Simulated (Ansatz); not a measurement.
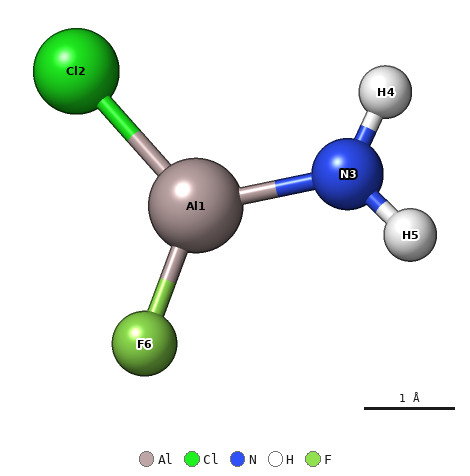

Fig. 1: The starting structure (ball-and-stick view, seen at a tilt; atoms are numbered from 1 in the order of the input). Sticks mark near contacts. Bond lengths as drawn: Al–Cl 2.09 Å, Al–F 1.66 Å, Al–N 1.75 Å and H–N 1.01 Å.

**Run report: AlNH₂ClF, molecular dynamics (part 1 of 2)**

- system: AlNH₂ClF
- method: RKS r2SCAN-D4/def2-SVP (Ansatz 0.2.0)

It belongs to a series of runs on one base structure; here: dynamics from the start. Figures and captions count atoms from 1; the log counts them from 0 in places.

What the program printed
```
Engine: ansatz 0.2.0, x86_64-unknown-linux-gnu
Functional definition: r2SCAN
  parameter k0 = 0.174
  parameter k1 = 0.065
  parameter a1 = 4.9479
  exchange = r2scan_x(k0 = k0, k1 = k1, a1 = a1)
  correlation = r2scan_c
824 factors; their error is unknown
mean field evaluation 1: about -23342.5743 eV, gradient 6.8e1 eV
mean field evaluation 2: about -23315.8774 eV, gradient 1.2e2 eV
mean field evaluation 4: about -23351.2414 eV, gradient 9.7e0 eV
mean field evaluation 8: about -23351.4045 eV, gradient 1.5e-1 eV
mean field evaluation 16: about -23351.3547 eV, gradient 4.0e-5 eV
mean field -23351.35474373 eV, -858.1464587154 hartree, gradient 4.0e-5 eV, S^2 0.000000; 0 other end points of the search recorded, 0 dependent functions left out
the calculation of the forces begins
reference -23351.35475415 eV, -858.1464590981 hartree; 24, 24 occupied and 50, 50 virtual orbitals, 824 factors
md step     0: t =     0.00 fs  T =  3000.0 K  F+E_penalty+E_count = -23351.38090537 eV  E_kin = 1.551120 eV  conserved = -23349.82978538 eV  (26 SCF iters)
these checks for a lower state are left out or cut short: starts, cluster_reference, orbital_swaps, neighbouring_geometries, increment
824 factors; their error is unknown
mean field -23351.32759208 eV, -858.1454609107 hartree, gradient 1.9e-5 eV, S^2 0.000000; 0 other end points of the search recorded, 0 dependent functions left out
the calculation of the forces begins
reference -23351.32760251 eV, -858.1454612940 hartree; 24, 24 occupied and 50, 50 virtual orbitals, 824 factors
md step     1: t =     1.00 fs  T =  2950.2 K  F+E_penalty+E_count = -23351.35377892 eV  E_kin = 1.525359 eV  conserved = -23349.82841951 eV  (28 SCF iters, 3 dispersion substeps)
[... from here on the SCF iterations and repeated set-up lines of each step are left out, up to the last step ...]
md step     2: t =     2.00 fs  T =  2821.1 K  F+E_penalty+E_count = -23351.28760187 eV  E_kin = 1.458631 eV  conserved = -23349.82897091 eV  (28 SCF iters, 3 dispersion substeps)
md step     3: t =     3.00 fs  T =  2624.8 K  F+E_penalty+E_count = -23351.18694635 eV  E_kin = 1.357141 eV  conserved = -23349.82980562 eV  (29 SCF iters, 3 dispersion substeps)
md step     4: t =     4.00 fs  T =  2372.7 K  F+E_penalty+E_count = -23351.05496583 eV  E_kin = 1.226763 eV  conserved = -23349.82820234 eV  (28 SCF iters, 3 dispersion substeps)
md step     5: t =     5.00 fs  T =  2118.0 K  F+E_penalty+E_count = -23350.92147596 eV  E_kin = 1.095073 eV  conserved = -23349.82640346 eV  (28 SCF iters, 3 dispersion substeps)
md step     6: t =     6.00 fs  T =  1913.9 K  F+E_penalty+E_count = -23350.81532281 eV  E_kin = 0.989568 eV  conserved = -23349.82575460 eV  (28 SCF iters, 3 dispersion substeps)
md step     7: t =     7.00 fs  T =  1779.0 K  F+E_penalty+E_count = -23350.74552490 eV  E_kin = 0.919821 eV  conserved = -23349.82570389 eV  (28 SCF iters, 3 dispersion substeps)
md step     8: t =     8.00 fs  T =  1704.7 K  F+E_penalty+E_count = -23350.70799120 eV  E_kin = 0.881377 eV  conserved = -23349.82661461 eV  (28 SCF iters, 3 dispersion substeps)
md step     9: t =     9.00 fs  T =  1656.2 K  F+E_penalty+E_count = -23350.68453920 eV  E_kin = 0.856330 eV  conserved = -23349.82820968 eV  (28 SCF iters, 3 dispersion substeps)
md step    10: t =    10.00 fs  T =  1595.8 K  F+E_penalty+E_count = -23350.65288400 eV  E_kin = 0.825110 eV  conserved = -23349.82777371 eV  (30 SCF iters, 3 dispersion substeps)
md step    11: t =    11.00 fs  T =  1529.5 K  F+E_penalty+E_count = -23350.61811102 eV  E_kin = 0.790812 eV  conserved = -23349.82729951 eV  (30 SCF iters, 3 dispersion substeps)
md step    12: t =    12.00 fs  T =  1462.0 K  F+E_penalty+E_count = -23350.58508279 eV  E_kin = 0.755917 eV  conserved = -23349.82916581 eV  (30 SCF iters, 3 dispersion substeps)
md step    13: t =    13.00 fs  T =  1355.1 K  F+E_penalty+E_count = -23350.53011508 eV  E_kin = 0.700657 eV  conserved = -23349.82945763 eV  (31 SCF iters, 3 dispersion substeps)
md step    14: t =    14.00 fs  T =  1200.0 K  F+E_penalty+E_count = -23350.44805704 eV  E_kin = 0.620431 eV  conserved = -23349.82762651 eV  (30 SCF iters, 3 dispersion substeps)
md step    15: t =    15.00 fs  T =  1039.1 K  F+E_penalty+E_count = -23350.36343631 eV  E_kin = 0.537249 eV  conserved = -23349.82618730 eV  (31 SCF iters, 3 dispersion substeps)
md step    16: t =    16.00 fs  T =   912.6 K  F+E_penalty+E_count = -23350.29760253 eV  E_kin = 0.471868 eV  conserved = -23349.82573410 eV  (30 SCF iters, 3 dispersion substeps)
md step    17: t =    17.00 fs  T =   837.1 K  F+E_penalty+E_count = -23350.25827962 eV  E_kin = 0.432827 eV  conserved = -23349.82545229 eV  (28 SCF iters, 3 dispersion substeps)
md step    18: t =    18.00 fs  T =   818.6 K  F+E_penalty+E_count = -23350.24897523 eV  E_kin = 0.423239 eV  conserved = -23349.82573643 eV  (31 SCF iters, 3 dispersion substeps)
md step    19: t =    19.00 fs  T =   853.1 K  F+E_penalty+E_count = -23350.26679520 eV  E_kin = 0.441099 eV  conserved = -23349.82569576 eV  (31 SCF iters, 3 dispersion substeps)
md step    20: t =    20.00 fs  T =   959.6 K  F+E_penalty+E_count = -23350.31935512 eV  E_kin = 0.496170 eV  conserved = -23349.82318521 eV  (31 SCF iters, 3 dispersion substeps)
md step    21: t =    21.00 fs  T =  1185.6 K  F+E_penalty+E_count = -23350.43879101 eV  E_kin = 0.613024 eV  conserved = -23349.82576745 eV  (30 SCF iters, 3 dispersion substeps)
md step    22: t =    22.00 fs  T =  1462.2 K  F+E_penalty+E_count = -23350.58830857 eV  E_kin = 0.756007 eV  conserved = -23349.83230154 eV  (30 SCF iters, 3 dispersion substeps)
md step    23: t =    23.00 fs  T =  1641.0 K  F+E_penalty+E_count = -23350.68162212 eV  E_kin = 0.848470 eV  conserved = -23349.83315173 eV  (30 SCF iters, 3 dispersion substeps)
md step    24: t =    24.00 fs  T =  1694.4 K  F+E_penalty+E_count = -23350.70667790 eV  E_kin = 0.876089 eV  conserved = -23349.83058907 eV  (30 SCF iters, 3 dispersion substeps)
md step    25: t =    25.00 fs  T =  1690.6 K  F+E_penalty+E_count = -23350.70349455 eV  E_kin = 0.874087 eV  conserved = -23349.82940803 eV  (29 SCF iters, 3 dispersion substeps)
md step    26: t =    26.00 fs  T =  1666.9 K  F+E_penalty+E_count = -23350.69247614 eV  E_kin = 0.861830 eV  conserved = -23349.83064642 eV  (28 SCF iters, 3 dispersion substeps)
md step    27: t =    27.00 fs  T =  1590.3 K  F+E_penalty+E_count = -23350.65494627 eV  E_kin = 0.822252 eV  conserved = -23349.83269477 eV  (29 SCF iters, 3 dispersion substeps)
md step    28: t =    28.00 fs  T =  1406.6 K  F+E_penalty+E_count = -23350.55943398 eV  E_kin = 0.727246 eV  conserved = -23349.83218848 eV  (29 SCF iters, 3 dispersion substeps)
md step    29: t =    29.00 fs  T =  1142.0 K  F+E_penalty+E_count = -23350.41640180 eV  E_kin = 0.590475 eV  conserved = -23349.82592650 eV  (29 SCF iters, 3 dispersion substeps)
md step    30: t =    30.00 fs  T =   968.3 K  F+E_penalty+E_count = -23350.31972437 eV  E_kin = 0.500650 eV  conserved = -23349.81907487 eV  (30 SCF iters, 3 dispersion substeps)
md step    31: t =    31.00 fs  T =  1043.7 K  F+E_penalty+E_count = -23350.36265705 eV  E_kin = 0.539624 eV  conserved = -23349.82303317 eV  (28 SCF iters, 3 dispersion substeps)
md step    32: t =    32.00 fs  T =  1284.1 K  F+E_penalty+E_count = -23350.49445491 eV  E_kin = 0.663943 eV  conserved = -23349.83051200 eV  (27 SCF iters, 3 dispersion substeps)
md step    33: t =    33.00 fs  T =  1509.3 K  F+E_penalty+E_count = -23350.61193493 eV  E_kin = 0.780385 eV  conserved = -23349.83154952 eV  (29 SCF iters, 3 dispersion substeps)
md step    34: t =    34.00 fs  T =  1676.2 K  F+E_penalty+E_count = -23350.69627509 eV  E_kin = 0.866687 eV  conserved = -23349.82958795 eV  (29 SCF iters, 3 dispersion substeps)
md step    35: t =    35.00 fs  T =  1830.3 K  F+E_penalty+E_count = -23350.77518833 eV  E_kin = 0.946315 eV  conserved = -23349.82887342 eV  (29 SCF iters, 3 dispersion substeps)
md step    36: t =    36.00 fs  T =  1986.7 K  F+E_penalty+E_count = -23350.85712435 eV  E_kin = 1.027184 eV  conserved = -23349.82994068 eV  (29 SCF iters, 3 dispersion substeps)
md step    37: t =    37.00 fs  T =  2100.2 K  F+E_penalty+E_count = -23350.91778140 eV  E_kin = 1.085865 eV  conserved = -23349.83191647 eV  (27 SCF iters, 3 dispersion substeps)
md step    38: t =    38.00 fs  T =  2095.1 K  F+E_penalty+E_count = -23350.91562954 eV  E_kin = 1.083272 eV  conserved = -23349.83235769 eV  (30 SCF iters, 3 dispersion substeps)
md step    39: t =    39.00 fs  T =  1951.7 K  F+E_penalty+E_count = -23350.83608577 eV  E_kin = 1.009093 eV  conserved = -23349.82699256 eV  (29 SCF iters, 3 dispersion substeps)
md step    40: t =    40.00 fs  T =  1787.0 K  F+E_penalty+E_count = -23350.74582411 eV  E_kin = 0.923965 eV  conserved = -23349.82185927 eV  (29 SCF iters, 3 dispersion substeps)
md step    41: t =    41.00 fs  T =  1706.0 K  F+E_penalty+E_count = -23350.70862135 eV  E_kin = 0.882079 eV  conserved = -23349.82654238 eV  (29 SCF iters, 3 dispersion substeps)
md step    42: t =    42.00 fs  T =  1628.1 K  F+E_penalty+E_count = -23350.67257443 eV  E_kin = 0.841814 eV  conserved = -23349.83076017 eV  (30 SCF iters, 3 dispersion substeps)
md step    43: t =    43.00 fs  T =  1462.6 K  F+E_penalty+E_count = -23350.58568250 eV  E_kin = 0.756249 eV  conserved = -23349.82943397 eV  (30 SCF iters, 3 dispersion substeps)
md step    44: t =    44.00 fs  T =  1241.4 K  F+E_penalty+E_count = -23350.46899679 eV  E_kin = 0.641838 eV  conserved = -23349.82715858 eV  (29 SCF iters, 3 dispersion substeps)
md step    45: t =    45.00 fs  T =  1031.0 K  F+E_penalty+E_count = -23350.35954099 eV  E_kin = 0.533067 eV  conserved = -23349.82647394 eV  (29 SCF iters, 3 dispersion substeps)
md step    46: t =    46.00 fs  T =   855.0 K  F+E_penalty+E_count = -23350.26949814 eV  E_kin = 0.442088 eV  conserved = -23349.82741035 eV  (30 SCF iters, 3 dispersion substeps)
md step    47: t =    47.00 fs  T =   688.2 K  F+E_penalty+E_count = -23350.18464906 eV  E_kin = 0.355808 eV  conserved = -23349.82884067 eV  (31 SCF iters, 3 dispersion substeps)
md step    48: t =    48.00 fs  T =   496.4 K  F+E_penalty+E_count = -23350.08478713 eV  E_kin = 0.256671 eV  conserved = -23349.82811594 eV  (31 SCF iters, 3 dispersion substeps)
md step    49: t =    49.00 fs  T =   315.8 K  F+E_penalty+E_count = -23349.98621271 eV  E_kin = 0.163275 eV  conserved = -23349.82293802 eV  (31 SCF iters, 3 dispersion substeps)
md step    50: t =    50.00 fs  T =   286.3 K  F+E_penalty+E_count = -23349.96719708 eV  E_kin = 0.148013 eV  conserved = -23349.81918441 eV  (30 SCF iters, 3 dispersion substeps)
md step    51: t =    51.00 fs  T =   490.1 K  F+E_penalty+E_count = -23350.07795577 eV  E_kin = 0.253422 eV  conserved = -23349.82453342 eV  (30 SCF iters, 3 dispersion substeps)
md step    52: t =    52.00 fs  T =   798.7 K  F+E_penalty+E_count = -23350.24363926 eV  E_kin = 0.412940 eV  conserved = -23349.83069917 eV  (30 SCF iters, 3 dispersion substeps)
md step    53: t =    53.00 fs  T =  1047.0 K  F+E_penalty+E_count = -23350.37195700 eV  E_kin = 0.541362 eV  conserved = -23349.83059515 eV  (30 SCF iters, 3 dispersion substeps)
md step    54: t =    54.00 fs  T =  1219.1 K  F+E_penalty+E_count = -23350.45791298 eV  E_kin = 0.630310 eV  conserved = -23349.82760340 eV  (28 SCF iters, 3 dispersion substeps)
md step    55: t =    55.00 fs  T =  1390.0 K  F+E_penalty+E_count = -23350.54430094 eV  E_kin = 0.718689 eV  conserved = -23349.82561216 eV  (28 SCF iters, 3 dispersion substeps)
md step    56: t =    56.00 fs  T =  1612.8 K  F+E_penalty+E_count = -23350.65999256 eV  E_kin = 0.833904 eV  conserved = -23349.82608861 eV  (27 SCF iters, 3 dispersion substeps)
md step    57: t =    57.00 fs  T =  1866.1 K  F+E_penalty+E_count = -23350.79361803 eV  E_kin = 0.964854 eV  conserved = -23349.82876406 eV  (28 SCF iters, 3 dispersion substeps)
md step    58: t =    58.00 fs  T =  2072.9 K  F+E_penalty+E_count = -23350.90165323 eV  E_kin = 1.071761 eV  conserved = -23349.82989222 eV  (28 SCF iters, 3 dispersion substeps)
md step    59: t =    59.00 fs  T =  2209.4 K  F+E_penalty+E_count = -23350.96788470 eV  E_kin = 1.142329 eV  conserved = -23349.82555610 eV  (28 SCF iters, 3 dispersion substeps)
md step    60: t =    60.00 fs  T =  2359.4 K  F+E_penalty+E_count = -23351.04558113 eV  E_kin = 1.219897 eV  conserved = -23349.82568400 eV  (28 SCF iters, 3 dispersion substeps)
md step    61: t =    61.00 fs  T =  2509.2 K  F+E_penalty+E_count = -23351.13131371 eV  E_kin = 1.297372 eV  conserved = -23349.83394160 eV  (28 SCF iters, 3 dispersion substeps)
md step    62: t =    62.00 fs  T =  2499.3 K  F+E_penalty+E_count = -23351.12800991 eV  E_kin = 1.292222 eV  conserved = -23349.83578833 eV  (28 SCF iters, 3 dispersion substeps)
md step    63: t =    63.00 fs  T =  2296.2 K  F+E_penalty+E_count = -23351.01845249 eV  E_kin = 1.187204 eV  conserved = -23349.83124895 eV  (29 SCF iters, 3 dispersion substeps)
md step    64: t =    64.00 fs  T =  2027.9 K  F+E_penalty+E_count = -23350.87578388 eV  E_kin = 1.048511 eV  conserved = -23349.82727335 eV  (29 SCF iters, 3 dispersion substeps)
md step    65: t =    65.00 fs  T =  1815.6 K  F+E_penalty+E_count = -23350.76531187 eV  E_kin = 0.938735 eV  conserved = -23349.82657673 eV  (27 SCF iters, 3 dispersion substeps)
md step    66: t =    66.00 fs  T =  1683.0 K  F+E_penalty+E_count = -23350.69866784 eV  E_kin = 0.870182 eV  conserved = -23349.82848616 eV  (27 SCF iters, 3 dispersion substeps)
md step    67: t =    67.00 fs  T =  1580.6 K  F+E_penalty+E_count = -23350.64634346 eV  E_kin = 0.817237 eV  conserved = -23349.82910684 eV  (29 SCF iters, 3 dispersion substeps)
md step    68: t =    68.00 fs  T =  1505.0 K  F+E_penalty+E_count = -23350.60173781 eV  E_kin = 0.778158 eV  conserved = -23349.82358011 eV  (28 SCF iters, 3 dispersion substeps)
md step    69: t =    69.00 fs  T =  1584.8 K  F+E_penalty+E_count = -23350.63959445 eV  E_kin = 0.819429 eV  conserved = -23349.82016545 eV  (27 SCF iters, 3 dispersion substeps)
md step    70: t =    70.00 fs  T =  1864.7 K  F+E_penalty+E_count = -23350.79405924 eV  E_kin = 0.964099 eV  conserved = -23349.82996052 eV  (28 SCF iters, 3 dispersion substeps)
md step    71: t =    71.00 fs  T =  2119.2 K  F+E_penalty+E_count = -23350.93302901 eV  E_kin = 1.095702 eV  conserved = -23349.83732704 eV  (29 SCF iters, 3 dispersion substeps)
md step    72: t =    72.00 fs  T =  2160.2 K  F+E_penalty+E_count = -23350.95155952 eV  E_kin = 1.116933 eV  conserved = -23349.83462695 eV  (29 SCF iters, 3 dispersion substeps)
md step    73: t =    73.00 fs  T =  2041.1 K  F+E_penalty+E_count = -23350.88475822 eV  E_kin = 1.055311 eV  conserved = -23349.82944703 eV  (28 SCF iters, 3 dispersion substeps)
md step    74: t =    74.00 fs  T =  1902.3 K  F+E_penalty+E_count = -23350.81034846 eV  E_kin = 0.983562 eV  conserved = -23349.82678687 eV  (29 SCF iters, 3 dispersion substeps)
md step    75: t =    75.00 fs  T =  1818.3 K  F+E_penalty+E_count = -23350.76774607 eV  E_kin = 0.940118 eV  conserved = -23349.82762783 eV  (28 SCF iters, 3 dispersion substeps)
md step    76: t =    76.00 fs  T =  1754.5 K  F+E_penalty+E_count = -23350.73842835 eV  E_kin = 0.907167 eV  conserved = -23349.83126163 eV  (28 SCF iters, 3 dispersion substeps)
md step    77: t =    77.00 fs  T =  1600.7 K  F+E_penalty+E_count = -23350.66125064 eV  E_kin = 0.827623 eV  conserved = -23349.83362733 eV  (28 SCF iters, 3 dispersion substeps)
md step    78: t =    78.00 fs  T =  1305.7 K  F+E_penalty+E_count = -23350.50248431 eV  E_kin = 0.675112 eV  conserved = -23349.82737199 eV  (28 SCF iters, 3 dispersion substeps)
md step    79: t =    79.00 fs  T =  1028.3 K  F+E_penalty+E_count = -23350.35103935 eV  E_kin = 0.531685 eV  conserved = -23349.81935476 eV  (28 SCF iters, 3 dispersion substeps)
md step    80: t =    80.00 fs  T =   943.0 K  F+E_penalty+E_count = -23350.31204552 eV  E_kin = 0.487572 eV  conserved = -23349.82447302 eV  (30 SCF iters, 3 dispersion substeps)
md step    81: t =    81.00 fs  T =   955.1 K  F+E_penalty+E_count = -23350.32358663 eV  E_kin = 0.493832 eV  conserved = -23349.82975449 eV  (30 SCF iters, 3 dispersion substeps)
md step    82: t =    82.00 fs  T =   923.6 K  F+E_penalty+E_count = -23350.30550069 eV  E_kin = 0.477518 eV  conserved = -23349.82798289 eV  (29 SCF iters, 3 dispersion substeps)
md step    83: t =    83.00 fs  T =   869.9 K  F+E_penalty+E_count = -23350.27446540 eV  E_kin = 0.449759 eV  conserved = -23349.82470671 eV  (30 SCF iters, 3 dispersion substeps)
md step    84: t =    84.00 fs  T =   880.8 K  F+E_penalty+E_count = -23350.27860591 eV  E_kin = 0.455402 eV  conserved = -23349.82320408 eV  (30 SCF iters, 3 dispersion substeps)
md step    85: t =    85.00 fs  T =  1000.9 K  F+E_penalty+E_count = -23350.34183291 eV  E_kin = 0.517527 eV  conserved = -23349.82430615 eV  (30 SCF iters, 3 dispersion substeps)
md step    86: t =    86.00 fs  T =  1197.7 K  F+E_penalty+E_count = -23350.44703685 eV  E_kin = 0.619279 eV  conserved = -23349.82775742 eV  (30 SCF iters, 3 dispersion substeps)
md step    87: t =    87.00 fs  T =  1377.6 K  F+E_penalty+E_count = -23350.54291499 eV  E_kin = 0.712283 eV  conserved = -23349.83063191 eV  (30 SCF iters, 3 dispersion substeps)
md step    88: t =    88.00 fs  T =  1479.8 K  F+E_penalty+E_count = -23350.59268527 eV  E_kin = 0.765128 eV  conserved = -23349.82755721 eV  (29 SCF iters, 3 dispersion substeps)
md step    89: t =    89.00 fs  T =  1584.3 K  F+E_penalty+E_count = -23350.64187056 eV  E_kin = 0.819152 eV  conserved = -23349.82271817 eV  (30 SCF iters, 3 dispersion substeps)
```
